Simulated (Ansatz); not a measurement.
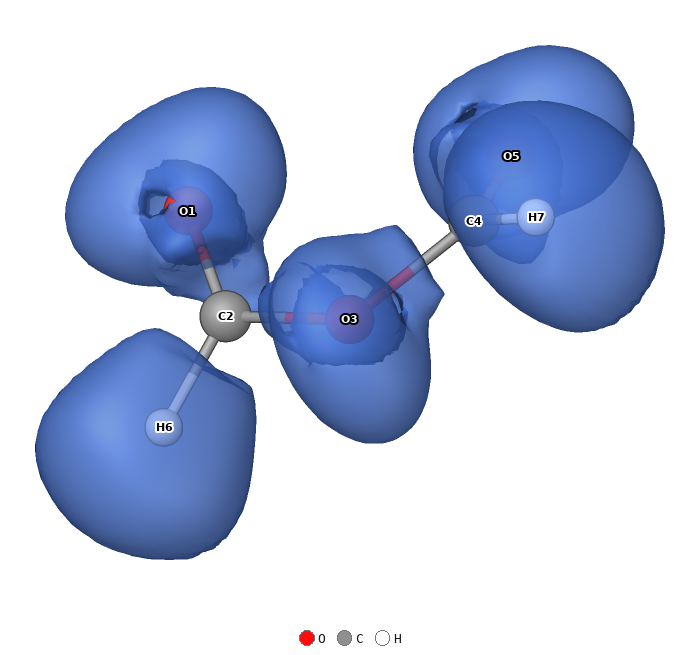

The picture shows: C$_{2}$H$_{2}$O$_{3}$ (SMILES O=COC=O). Isosurface of the electron localisation function at 0.75 (blue), seen at an oblique angle. Only the valence region is drawn (cores and ρ < 0.01 e/Å³ removed).

Geometry: PBE0-D4/def2-TZVP.

These are results of Ansatz 0.2.0, RKS PBE0-D4/def2-TZVPP, not measurements.

```xyz
7

O     0.0322    0.4429    1.7315
C     0.2086   -0.5164    1.0646
O     0.3264   -0.5429   -0.3040
C    -0.1710    0.4633   -1.0964
O    -1.0229    1.2273   -0.8021
H     0.3569   -1.5412    1.4325
H     0.3312    0.3990   -2.0717
```

Describe the localisation domains.

Answer. The ELF exceeds this value in two regions around hydrogen nuclei and three regions on O in which the atom's valence shell and bonds are merged.

Values along the shortest contacts:
C–O (1.18 Å): the ELF peaks at about 0.85 between the atoms (a short, multiple covalent bond). C–H (1.10 Å): the ELF climbs to about 1 towards the hydrogen, as it does in any bond to H (an ordinary covalent bond to hydrogen).
